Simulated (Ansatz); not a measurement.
CH5I: single-point calculation

System: CH5I, SMILES [H][H].CI.
Method: RKS PBE0-D4/def2-TZVPPD (Ansatz 0.2.0).

The geometry: rigid move from PBE0-D4/def2-TZVP.

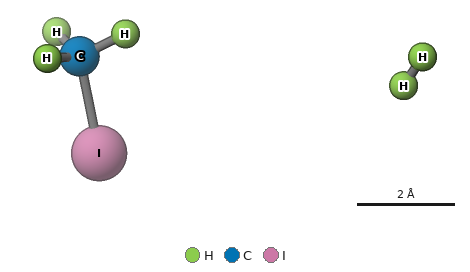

Figure 1. The input geometry (ball-and-stick view, seen at a tilt).

### Summary

```json
{"quantity": "outcome", "value": "converged"}
{"quantity": "total energy", "value": "−9218.3063 eV"}
{"quantity": "mean-field energy", "value": "−9218.2502 eV"}
{"quantity": "dispersion energy", "value": "−0.0561 eV"}
{"quantity": "SCF solution under orbital rotations", "value": "stable"}
{"quantity": "HOMO", "value": "−7.31 eV"}
{"quantity": "LUMO", "value": "−0.94 eV"}
{"quantity": "hardware", "value": "2 threads of Arm Neoverse V1, 23 GiB of memory available, shared host"}
{"quantity": "wall time", "value": "2.6 s (CPU time 4.9 s)"}
{"quantity": "peak memory", "value": "0.39 GiB"}
```

### Input
```yaml
crystal:
  periodic: [false, false, false]
  atoms:
    - {symbol: H, position_ang: [0.307300, 0.161385, -2.705284]}
    - {symbol: H, position_ang: [0.133184, -0.430484, -2.283256]}
    - {symbol: C, position_ang: [-0.337317, 0.455545, 4.373851]}
    - {symbol: I, position_ang: [-0.766598, -1.607981, 4.076161]}
    - {symbol: H, position_ang: [-1.207987, 0.909994, 4.836251]}
    - {symbol: H, position_ang: [0.531125, 0.521405, 5.021827]}
    - {symbol: H, position_ang: [-0.135881, 0.892271, 3.400366]}
basis:
  gaussian: {orbitals: "def2-TZVPPD.json"}
hamiltonian: {xc: pbe0, dispersion: d4}
output: {orbitals: {seedname: orbitals}}
```

Launch command:
```bash
ansatz run in.yaml --threads 2 --pin off --events-out ev --progress --plain --max-ram 5222MiB
```

### Log
```
Functional definition: PBE0
  name "PBE0"
  cite "Adamo & Barone, J. Chem. Phys. 110, 6158 (1999) doi:10.1063/1.478522"
  cite "Perdew, Burke & Ernzerhof, Phys. Rev. Lett. 77, 3865 (1996) doi:10.1103/PhysRevLett.77.3865"
  parent pbe
  parameter a = 0.25
  parameter kappa = 0.804
  parameter beta = 0.06672455060314922
  exchange = (1 - a)*pbe_x(kappa = kappa, mu = beta*pi^2/3) + a*exact_x
  correlation = pbe_c(beta = beta)
928 factors; their error is unknown
mean field evaluation 1: about -9213.7538 eV, gradient 4.3e1 eV
mean field evaluation 2: about -9209.8207 eV, gradient 5.6e1 eV
mean field evaluation 4: about -9218.0181 eV, gradient 2.2e0 eV
mean field evaluation 8: about -9218.0246 eV, gradient 1.2e-2 eV
mean field evaluation 16: about -9218.2502 eV, gradient 3.4e-5 eV
mean field -9218.25019697 eV, -338.7644463843 hartree, gradient 3.4e-5 eV, S^2 0.000000; 0 other end points of the search recorded, 0 dependent functions left out
reference -9218.25023756 eV, -338.7644478759 hartree; 18, 18 occupied and 163, 163 virtual orbitals, 928 factors
Total energy: -9218.30628801 eV, -338.7665076918 hartree
```

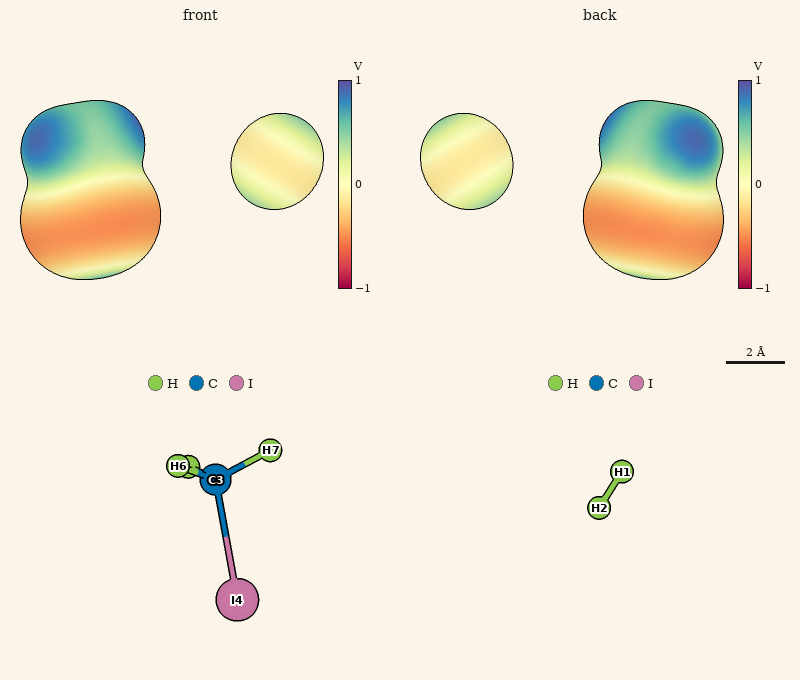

Figure 2. The electrostatic potential painted on the density surface at 0.001 e/bohr³, seen face on and from behind; red is negative and blue positive. The bare structure is drawn below in the same view.

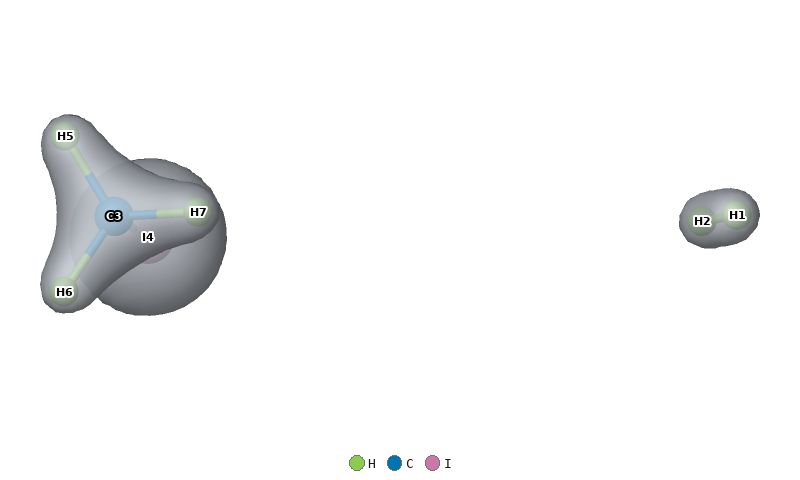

Figure 3. Isosurface of the total electron density at 1 e/Å³ (grey), seen from the side. At this value the surface falls into three separate pieces. It is pinched off along the C–I (2.13 Å) contacts. On the grid the lowest density along these lines, outside the cores, is 0.83 e/Å³ (C–I, 2.13 Å), 1.8 e/Å³ (H–H, 0.75 Å) and 1.9 e/Å³ (C–H, 1.09 Å).

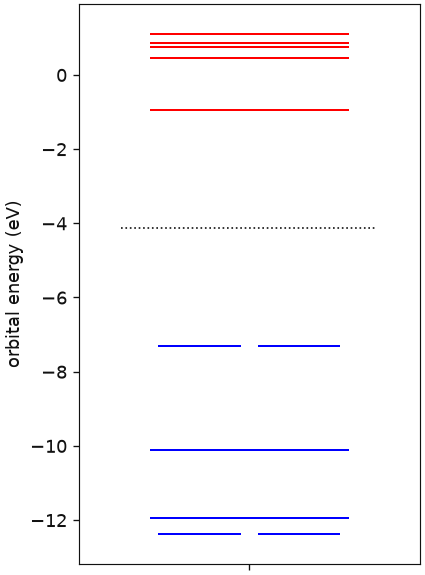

Figure 4. Orbital energies near the frontier; the dotted line parts filled from empty levels, and levels within 0.02 eV of each other stand side by side. Highest filled −7.31 eV, lowest empty −0.94 eV, 6.37 eV apart.
